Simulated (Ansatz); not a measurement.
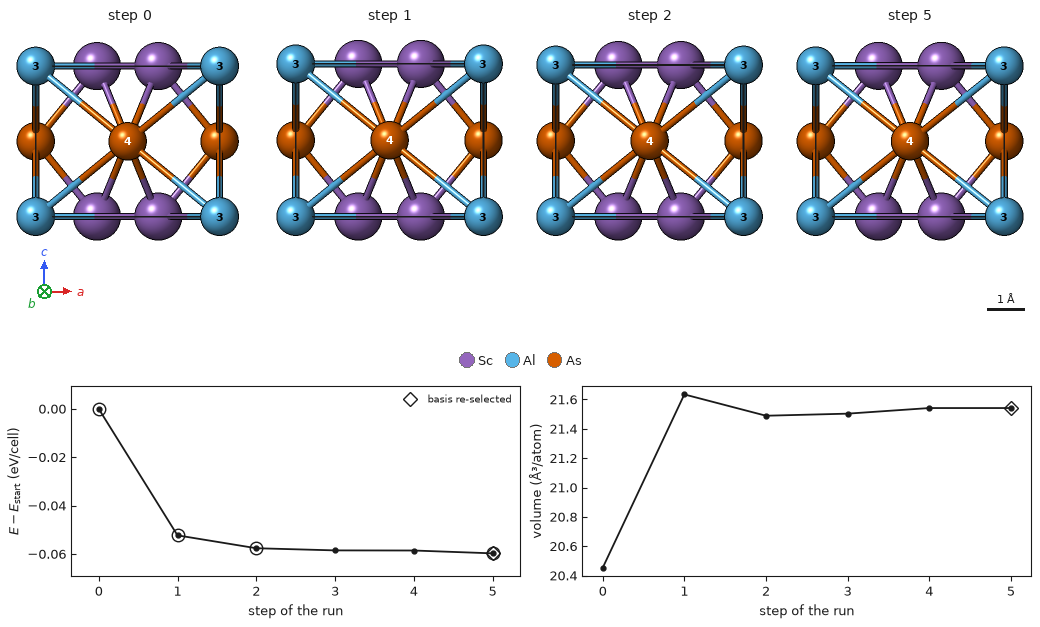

Frames of a relaxation of solid Sc2AlAs3 (a generated structure, set up in P6/mmm), marked on the history of the run. Style: ball-and-stick. Shown: the cell of the calculation, along the b axis.

Computed with DFT PBE, scalar-relativistic, plane waves, PAW in Ansatz 0.2.0. Set-up: plane-wave cutoff 420 eV; k-point mesh 6 × 6 × 10; occupations gaussian; smearing width 0.1 eV; no spin polarisation; cell and atoms relaxed; force threshold 0.01 eV/Å; at most 80 steps.

### What happens along the run?

No atom moves by more than 0.005 Å relative to the cell. The volume changes by +5.3 %, with a = b 5.847 → 5.996 Å (+2.5 %), c 4.145 → 4.151 Å (+0.2 %). Some distances before and after: Sc–Sc 3.376 → 3.462 Å, Al–Sc 3.376 → 3.462 Å, Al–As 3.584 → 3.646 Å, As–Sc 2.673 → 2.703 Å. The space group stays P6/mmm (No. 191). Over 4 accepted moves (5 points after the start) the energy falls by 59.7 meV per cell of the calculation. All forces vanish by symmetry, so only the cell relaxes. Pressure: 3.29 GPa at the start and 0.01 GPa at the end. The SCF was repeated once at an unchanged geometry on a basis and grid sized afresh for the cell, which shifted the energy by 1.2 meV per cell of the calculation at most. From step 0 to 1: volume +5.8 %, energy −52.3 meV per cell of the calculation. From step 1 to 2: volume −0.7 %, energy −5.3 meV per cell of the calculation. From step 2 to 5: volume +0.2 %, energy −2.1 meV per cell of the calculation.

| step | E − E(0), meV/atom | pressure, GPa | volume, Å³/atom | note |
| --- | --- | --- | --- | --- |
| 0 | 0.00 | 3.29 | 20.453 |  |
| 1 | -8.71 | -0.71 | 21.635 |  |
| 2 | -9.60 | -0.07 | 21.489 |  |
| 3 | -9.75 | 0.07 | 21.504 |  |
| 4 | -9.76 | 0.00 | 21.542 |  |
| 5 | -9.95 | 0.01 | 21.542 | same geometry, new basis |
